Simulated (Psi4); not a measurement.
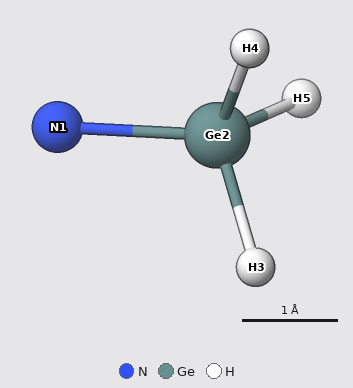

**Figure 1.** The input geometry (ball-and-stick view, seen at a tilt; atoms are numbered from 1 in the order of the input). Sticks mark near contacts.

## Single-point calculation, with input and output: GeNH3

GeNH3, multiplicity 3, SMILES [N][GeH3], computed with wB97X-D/may-cc-pVTZ, UKS (Psi4 1.11).

The geometry comes from this level: GFN2-xTB.

### What the program printed
```
Psi4 1.11 release

   => Loading Basis Set <=

    Name: MAY-CC-PVTZ
    Role: ORBITAL
    Keyword: BASIS

   => WB97X-D: Empirical Dispersion <=

    Chai and Head-Gordon Dispersion Correction

        s6 =       1.000000

         ---------------------------------------------------------
                                   SCF
                              UKS Reference
                        1 Threads,   1525 MiB Core
         ---------------------------------------------------------

  ==> Geometry <==

    Molecular point group: c1
    Full point group: C1

    Geometry (in Angstrom), charge = 0, multiplicity = 3:

       Center              X                  Y                   Z               Mass
    ------------   -----------------  -----------------  -----------------  -----------------
         N           -0.825638452086     0.018017883242     1.235857930081    14.003074004430
         GE           0.138011547914    -0.003012116758    -0.206592069919    73.921177761000
         H           -0.593788452086     0.589827883242    -1.378692069919     1.007825032230
         H            0.532311547914    -1.400402116758    -0.597242069919     1.007825032230
         H            1.410421547914     0.781157883242    -0.042552069919     1.007825032230

  Running in c1 symmetry.

  Rotational constants: A =      2.86474  B =      0.41703  C =      0.41702 [cm^-1]
  Rotational constants: A =  85882.86485  B =  12502.15781  C =  12501.82932 [MHz]
  Nuclear repulsion =  106.905912377273538

  Charge       = 0
  Multiplicity = 3
  Electrons    = 42
  Nalpha       = 22
  Nbeta        = 20

  ==> Algorithm <==

  SCF Algorithm Type is PK.
  DIIS enabled.
  MOM disabled.
  Fractional occupation disabled.
  Guess Type is SAD.
  Energy threshold   = 1.00e-06
  Density threshold  = 1.00e-06
  Integral threshold = 1.00e-12

  ==> Primary Basis <==

  Basis Set: MAY-CC-PVTZ
    Blend: MAY-CC-PVTZ
    Number of shells: 47
    Number of basis functions: 123
    Number of Cartesian functions: 137
    Spherical Harmonics?: true
    Max angular momentum: 3

  ==> DFT Potential <==

   => LibXC <=

    Version 7.1.2

   => Composite Functional: WB97X-D <=

    wB97X-D Hyb-GGA Exchange-Correlation Functional

    Deriv               =              1
    GGA                 =           TRUE
    Meta                =          FALSE

    Exchange Hybrid     =           TRUE
    MP2 Hybrid          =          FALSE

   => Exchange-Correlation Functionals <=

    1.0000   wB97X-D range-separated functional

   => Exact (HF) Exchange <=

    0.7780            HF,LR [omega = 0.2000]
    0.2220               HF

   => LibXC Density Thresholds  <==

    XC_HYB_GGA_XC_WB97X_D:  1.00E-14

   => Molecular Quadrature <=

    Radial Scheme          =       TREUTLER
    Pruning Scheme         =           NONE
    Nuclear Scheme         =       TREUTLER

    Blocking Scheme        =         OCTREE
    BS radius alpha        =              1
    Pruning alpha          =              1
    Radial Points          =             99
    Spherical Points       =            590
    Total Points           =         283080
    Total Blocks           =           2133
    Max Points             =            256
    Max Functions          =            123
    Weights Tolerance      =       1.00E-15

  ==> Integral Setup <==

  Using in-core PK algorithm.
   Calculation information:
      Number of atoms:                   5
      Number of AO shells:              47
      Number of primitives:            173
      Number of atomic orbitals:       137
      Number of basis functions:       123

      Integral cutoff                 1.00e-12
      Number of threads:                 1

  Performing in-core PK
  Using 87245253 doubles for integral storage.
  We computed 635679 shell quartets total.
  Whereas there are 636756 unique shell quartets.

  Computing range-separated integrals for PK
  We computed 635679 wK shell quartets total.
  Whereas there are 636756 wK unique shell quartets.

  ==> DiskJK: Disk-Based J/K Matrices <==

    J tasked:                  Yes
    K tasked:                  Yes
    wK tasked:                 Yes
    Omega:               2.000E-01
    Memory [MiB]:             1029
    Schwarz Cutoff:          1E-12

  Cached 12.5% of DFT collocation blocks in 0.107 [GiB].

  Minimum eigenvalue in the overlap matrix is 1.0973215388E-03.
  Reciprocal condition number of the overlap matrix is 1.6919532604E-04.
    Using symmetric orthogonalization.

  ==> Pre-Iterations <==

  SCF Guess: Superposition of Atomic Densities via on-the-fly atomic UHF (no occupation information).

   -------------------------
    Irrep   Nso     Nmo
   -------------------------
     A        123     123
   -------------------------
    Total     123     123
   -------------------------

  ==> Iterations <==

                        Total Energy        Delta E     RMS |[F,P]|

   @UKS iter SAD: -2129.94157440137997   -2.12994e+03   0.00000e+00
   @UKS iter   1: -2132.28150487894345   -2.33993e+00   1.81260e-02 ADIIS/DIIS
   @UKS iter   2: -2131.60346232869915    6.78043e-01   2.80861e-02 ADIIS/DIIS
   @UKS iter   3: -2133.51224320307801   -1.90878e+00   9.49491e-04 ADIIS/DIIS
   @UKS iter   4: -2133.51844577782458   -6.20257e-03   4.08280e-04 ADIIS/DIIS
   @UKS iter   5: -2133.51985321676557   -1.40744e-03   1.20048e-04 ADIIS/DIIS
   @UKS iter   6: -2133.52010940841865   -2.56192e-04   3.38990e-05 DIIS
   @UKS iter   7: -2133.52015237492151   -4.29665e-05   9.79206e-06 DIIS
   @UKS iter   8: -2133.52015674856966   -4.37365e-06   3.21134e-06 DIIS
   @UKS iter   9: -2133.52015716235610   -4.13786e-07   7.21704e-07 DIIS
  Energy and wave function converged.

  ==> Post-Iterations <==

   Electrons on quadrature grid:
      Nalpha   =   22.0000000669 ; deviation = 6.691e-08
      Nbeta    =   20.0000000661 ; deviation = 6.611e-08
      Ntotal   =   42.0000001330 ; deviation = 1.330e-07

   @Spin Contamination Metric:   9.793362680E-03
   @S^2 Expected:                2.000000000E+00
   @S^2 Observed:                2.009793363E+00
   @S   Expected:                1.000000000E+00
   @S   Observed:                1.000000000E+00

    Orbital Energies [Eh]
    ---------------------

    Alpha Occupied:

       1A   -399.009274     2A    -49.963744     3A    -44.460562
       4A    -44.460561     5A    -44.460085     6A    -14.502999
       7A     -6.346851     8A     -4.510357     9A     -4.510135
      10A     -4.510134    11A     -1.330246    12A     -1.325745
      13A     -1.325744    14A     -1.322064    15A     -1.322063
      16A     -0.936320    17A     -0.642689    18A     -0.480218
      19A     -0.480197    20A     -0.431341    21A     -0.396893
      22A     -0.396877

    Alpha Virtual:

      23A      0.043638    24A      0.047991    25A      0.055643
      26A      0.055643    27A      0.126133    28A      0.132555
      29A      0.132595    30A      0.141211    31A      0.161988
      32A      0.161989    33A      0.199767    34A      0.235183
      35A      0.291922    36A      0.291931    37A      0.336032
      38A      0.336053    39A      0.354226    40A      0.396018
      41A      0.396053    42A      0.453277    43A      0.472518
      44A      0.576455    45A      0.576501    46A      0.650866
      47A      0.693639    48A      0.693642    49A      0.702586
      50A      0.710972    51A      0.812015    52A      0.812054
      53A      0.940863    54A      0.966963    55A      0.966978
      56A      1.031672    57A      1.081304    58A      1.081344
      59A      1.174100    60A      1.174164    61A      1.191831
      62A      1.191841    63A      1.249045    64A      1.337989
      65A      1.369419    66A      1.369510    67A      1.383744
      68A      1.459439    69A      1.459468    70A      1.506236
      71A      1.588757    72A      1.592899    73A      1.592904
      74A      1.716262    75A      1.716299    76A      1.917290
      77A      1.925089    78A      1.925176    79A      1.981862
      80A      2.672330    81A      2.748704    82A      2.748887
      83A      3.052085    84A      3.052101    85A      3.207692
      86A      3.271744    87A      3.271760    88A      3.281794
      89A      3.388385    90A      3.388405    91A      3.505234
      92A      3.587488    93A      3.587674    94A      3.608054
      95A      3.683043    96A      3.737992    97A      3.738137
      98A      3.826940    99A      3.852694   100A      3.890088
     101A      3.890097   102A      3.920057   103A      3.947597
     104A      3.947639   105A      4.001581   106A      4.014641
     107A      4.143513   108A      4.143607   109A      4.175500
     110A      4.187347   111A      4.187411   112A      4.360330
     113A      4.360449   114A      4.396479   115A      4.573005
     116A      4.573019   117A      4.810446   118A      4.810485
     119A      4.913820   120A      4.913843   121A      5.109055
     122A      5.301708   123A      6.941231

    Beta Occupied:

       1A   -399.009509     2A    -49.963251     3A    -44.460299
       4A    -44.460298     5A    -44.459680     6A    -14.471668
       7A     -6.346366     8A     -4.509701     9A     -4.509660
      10A     -4.509658    11A     -1.328683    12A     -1.324092
      13A     -1.324090    14A     -1.321534    15A     -1.321532
      16A     -0.826745    17A     -0.616800    18A     -0.442518
      19A     -0.442482    20A     -0.388050

    Beta Virtual:

      21A     -0.051898    22A     -0.051894    23A      0.045796
      24A      0.048670    25A      0.057300    26A      0.057300
      27A      0.128208    28A      0.139737    29A      0.139772
      30A      0.147923    31A      0.179998    32A      0.180000
      33A      0.203892    34A      0.236260    35A      0.292834
      36A      0.292843    37A      0.344946    38A      0.344969
      39A      0.357412    40A      0.398192    41A      0.398229
      42A      0.454696    43A      0.477890    44A      0.583504
      45A      0.583552    46A      0.659302    47A      0.714068
      48A      0.714155    49A      0.746987    50A      0.746989
      51A      0.820166    52A      0.820204    53A      0.951155
      54A      0.985241    55A      0.985258    56A      1.058430
      57A      1.098163    58A      1.098205    59A      1.194947
      60A      1.194987    61A      1.215067    62A      1.215099
      63A      1.252993    64A      1.340354    65A      1.373583
      66A      1.373672    67A      1.382726    68A      1.481317
      69A      1.481343    70A      1.508796    71A      1.594609
      72A      1.594613    73A      1.610206    74A      1.737606
      75A      1.737647    76A      1.929986    77A      1.933659
      78A      1.933741    79A      2.000976    80A      2.681968
      81A      2.756142    82A      2.756322    83A      3.156750
      84A      3.156776    85A      3.213777    86A      3.287079
      87A      3.287110    88A      3.303721    89A      3.399805
      90A      3.399822    91A      3.513719    92A      3.598994
      93A      3.599191    94A      3.616536    95A      3.694029
      96A      3.748058    97A      3.748199    98A      3.877555
      99A      3.904547   100A      3.909935   101A      3.909955
     102A      3.994594   103A      3.994611   104A      4.012394
     105A      4.035121   106A      4.078715   107A      4.183367
     108A      4.183473   109A      4.200793   110A      4.247043
     111A      4.247098   112A      4.381224   113A      4.381322
     114A      4.435709   115A      4.707218   116A      4.707226
     117A      4.828164   118A      4.828192   119A      4.988937
     120A      4.988962   121A      5.136433   122A      5.337976
     123A      7.028021

    Final Occupation by Irrep:
              A
    DOCC [    20 ]
    SOCC [     2 ]
    NA   [    22 ]
    NB   [    20 ]

  @UKS Final Energy: -2133.52015716235610

   => Energetics <=

    Nuclear Repulsion Energy =            106.9059123772735376
    One-Electron Energy =               -3183.3400192241601872
    Two-Electron Energy =                1007.5158841893744466
    DFT Exchange-Correlation Energy =     -64.6009140493314646
    Empirical Dispersion Energy =          -0.0010204555123793
    VV10 Nonlocal Energy =                  0.0000000000000000
    Total Energy =                      -2133.5201571623560994

  UHF NO Occupations:
  HONO-2 :   20  A 1.9980308
  HONO-1 :   21  A 1.0000000
  HONO-0 :   22  A 1.0000000
  LUNO+0 :   23  A 0.0019692
  LUNO+1 :   24  A 0.0012992
  LUNO+2 :   25  A 0.0007866
  LUNO+3 :   26  A 0.0007860

Computation Completed

Properties will be evaluated at   0.000000,   0.000000,   0.000000 [a0]

Properties computed using the SCF density matrix

 Multipole Moments:

 ------------------------------------------------------------------------------------
     Multipole            Electronic (a.u.)      Nuclear  (a.u.)        Total (a.u.)
 ------------------------------------------------------------------------------------

 L = 1.  Multiply by 2.5417464519 to convert [e a0] to [Debye]
 Dipole X            :          0.3674353           -0.0267490            0.3406862
 Dipole Y            :         -0.0080429            0.0006068           -0.0074361
 Dipole Z            :         -0.5509433            0.0407672           -0.5101761
 Magnitude           :                                                    0.6135161

 ------------------------------------------------------------------------------------

	total time  =        119 seconds =       1.98 minutes

    Psi4 run time: 0:01:58.88
```

This output came from the following input.

### Input file (job.dat)
```
memory 1.6 GB

molecule system {
  0 3
  N     -0.957900     0.020900     1.433700
  Ge     0.005750    -0.000130    -0.008750
  H     -0.726050     0.592710    -1.180850
  H      0.400050    -1.397520    -0.399400
  H      1.278160     0.784040     0.155290
  symmetry c1
}

set reference uks
set puream true
set scf_type pk
set dft_radial_points 99
set dft_spherical_points 590
set maxiter 150

energy_value = energy('wb97x-d/may-cc-pVTZ')
```

Run as:
```bash
psi4 -n 1 job.dat job.out
```

### Summary

- outcome: converged
- total energy: −2133.520157 hartree
- dispersion energy: −0.001020 hartree
- basis functions: 123
- ⟨S²⟩: 2.010
- dipole moment: 1.56 D
- hardware: 1 thread of Intel Xeon @ 2.50GHz (Skylake/Cascade Lake), 192 GiB of memory available, shared host
- wall time: 2 min
- peak memory: 1.8 GiB
